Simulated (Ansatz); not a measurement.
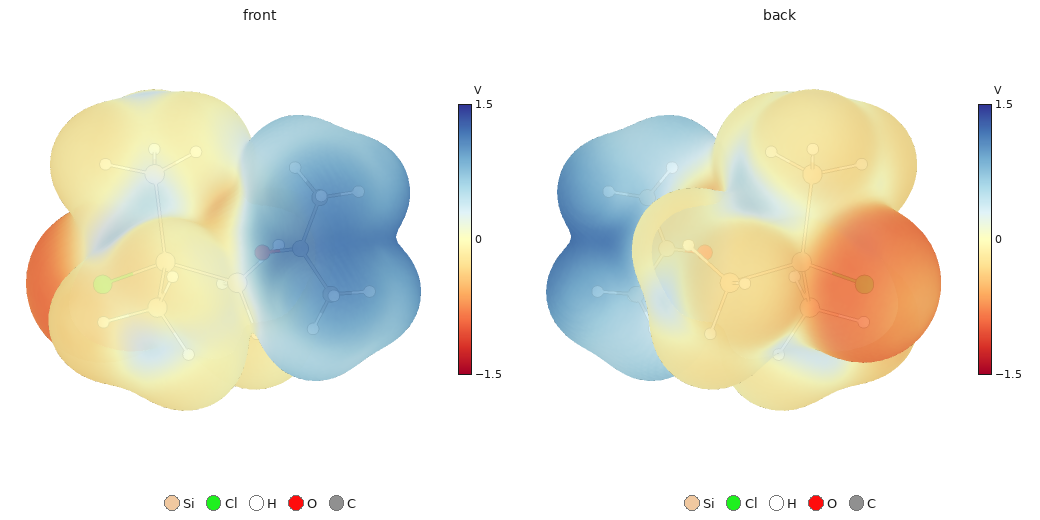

Figure 1: C₃H₁₅ClOSi₄. The electrostatic potential painted on the density surface at 0.001 e/bohr³, seen from the front and from behind; red is negative and blue positive.

At this geometry the atoms fall into two loosely joined parts.

Method: Ansatz 0.2.0, DFT B3LYP, Gaussian basis def2-SVP.

Input file:

```
crystal:
  periodic: [false, false, false]
  atoms:
    - { symbol: Si, position_ang: [-1.420377, -0.637008, -1.218276] }
    - { symbol: Cl, position_ang: [-1.75379, -2.609093, -0.601744] }
    - { symbol: Si, position_ang: [-0.985589, 0.640568, 0.558026] }
    - { symbol: Si, position_ang: [-3.234019, 0.13995, -2.259205] }
    - { symbol: Si, position_ang: [0.316819, -0.572009, -2.616281] }
    - { symbol: H, position_ang: [-0.753151, 2.022629, 0.113722] }
    - { symbol: H, position_ang: [0.213449, 0.132163, 1.240169] }
    - { symbol: H, position_ang: [-2.133238, 0.602692, 1.476154] }
    - { symbol: H, position_ang: [-4.377323, 0.103036, -1.335635] }
    - { symbol: H, position_ang: [-2.988954, 1.52483, -2.687666] }
    - { symbol: H, position_ang: [-3.516582, -0.69833, -3.433484] }
    - { symbol: H, position_ang: [1.513344, -1.078065, -1.928006] }
    - { symbol: H, position_ang: [0.541933, 0.81687, -3.042737] }
    - { symbol: H, position_ang: [0.027397, -1.408918, -3.789868] }
    - { symbol: O, position_ang: [-0.950431, 2.142647, -2.08728] }
    - { symbol: C, position_ang: [-1.06145, 3.071704, -2.872762] }
    - { symbol: C, position_ang: [-1.007754, 4.483237, -2.374519] }
    - { symbol: C, position_ang: [-1.251134, 2.798194, -4.333162] }
    - { symbol: H, position_ang: [-0.863168, 4.505603, -1.273177] }
    - { symbol: H, position_ang: [-0.163056, 5.017473, -2.857543] }
    - { symbol: H, position_ang: [-1.957243, 5.002476, -2.621695] }
    - { symbol: H, position_ang: [-1.267719, 1.704678, -4.528888] }
    - { symbol: H, position_ang: [-0.417981, 3.252508, -4.909087] }
    - { symbol: H, position_ang: [-2.212168, 3.237507, -4.67324] }
basis:
  gaussian: { orbitals: def2-SVP }
hamiltonian:
  xc: b3lyp
relax:
  f_tol: 0.004
  max_steps: 300
output:
  orbitals: {}
```

Launched as:

```sh
ansatz run input.yaml --threads 4 --pin off --max-ram 10240MiB --backend cpu --events-out ev --progress --plain --runs-dir out
```

The fields are those of the relaxed geometry.

### Where is the surface potential most negative and most positive?

The most negative region (about −0.9 V, or −21 kcal/mol for a unit charge) lies over Cl2, the most positive (about +1.1 V, or +25 kcal/mol for a unit charge) over the C and H atoms.
